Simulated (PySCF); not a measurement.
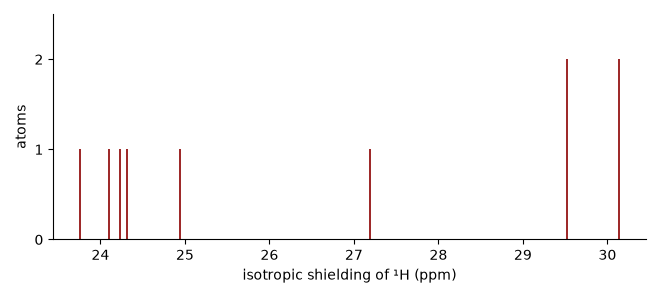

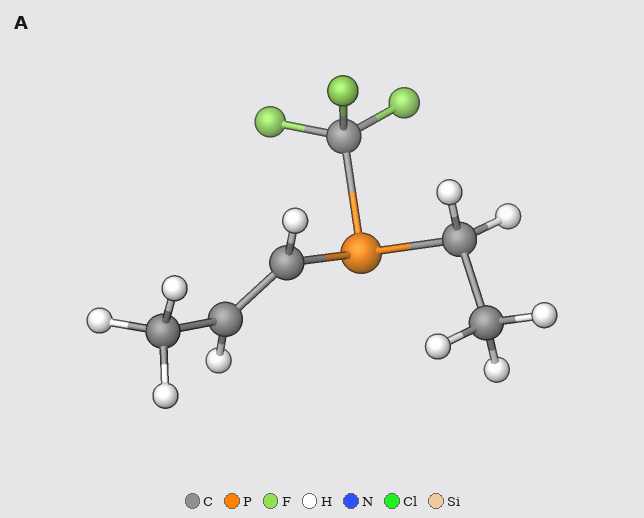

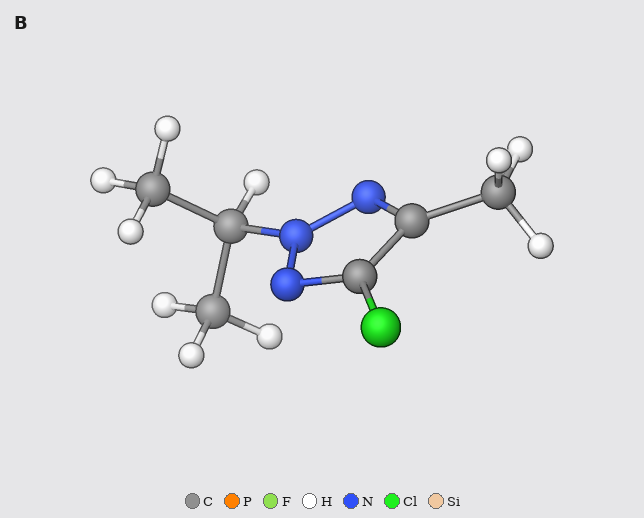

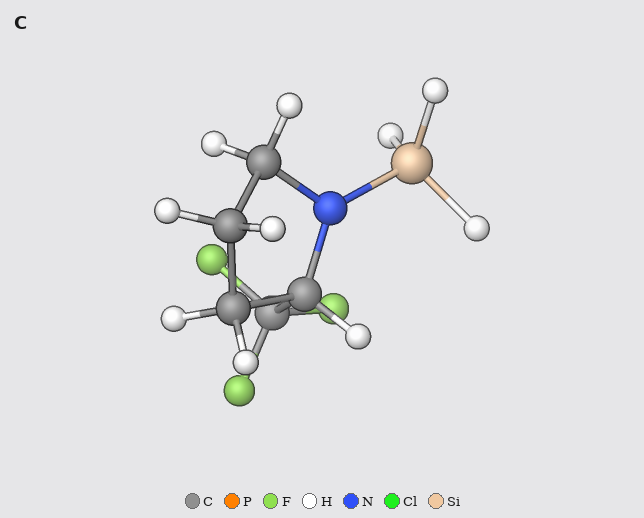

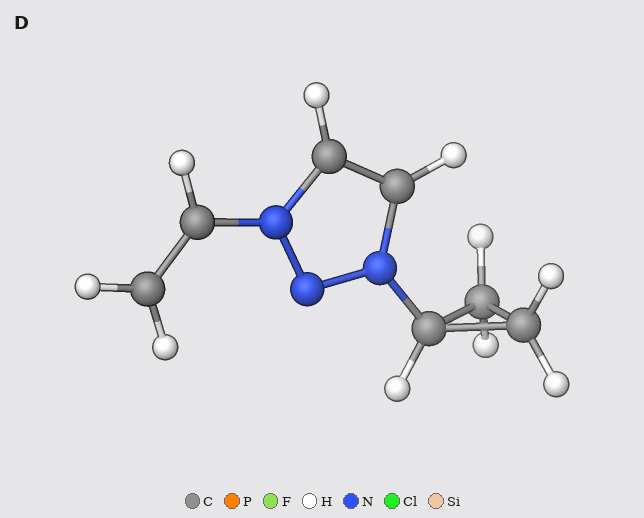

The sticks are computed shieldings of one of the molecules, for one fixed geometry (GFN2-xTB) without averaging over rotations. Low shielding means a high chemical shift. Method: GIAO PBE0/pcSseg-1 NMR shielding, non-relativistic, gas phase (PySCF 2.14.0).

Question: Which molecule gives this pattern?

Answer: D, `C=Cn1cc[n+](C2CC2)n1`. Its 10 H atoms give lines at 23.76, 24.10, 24.23, 24.31, 24.94, 27.19, 29.52 (2 atoms), 30.13 (2 atoms) ppm.

The geometry is semi-empirical. Around P, Si such bond lengths and angles can be off by a tenth of an ångström or more and by several degrees, and values that hang on the shape move with them.
